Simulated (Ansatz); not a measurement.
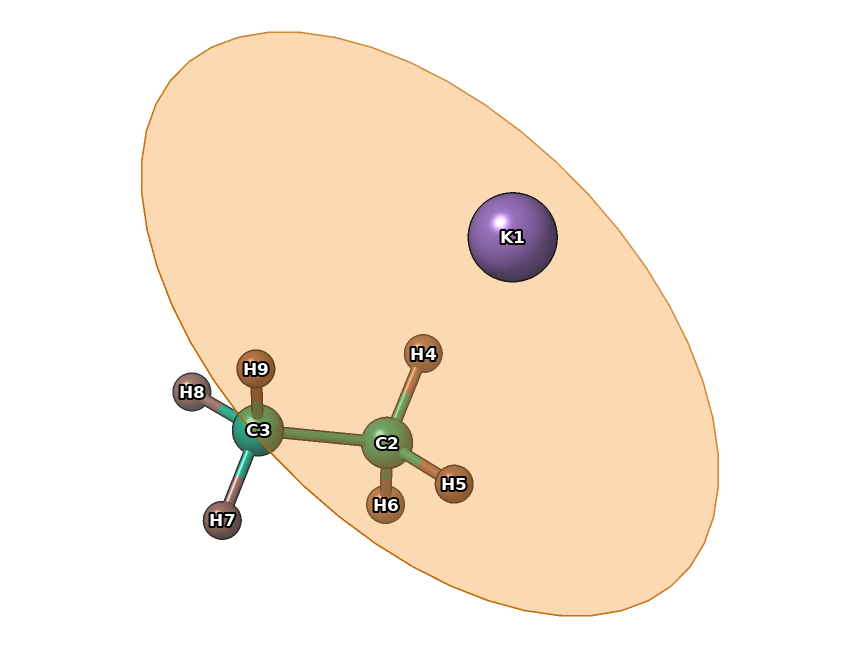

A disc through the centre of mass is drawn in. Distant atoms are faded towards the background colour. Charge +1, singlet. Computed geometry: PBE0-D4/def2-TZVP optimisation.

Question: Is the plane of the disc a mirror plane of the structure?

Answer: No. The point group is Cs, with 1 mirror plane, and this plane isn't one of its mirror planes.
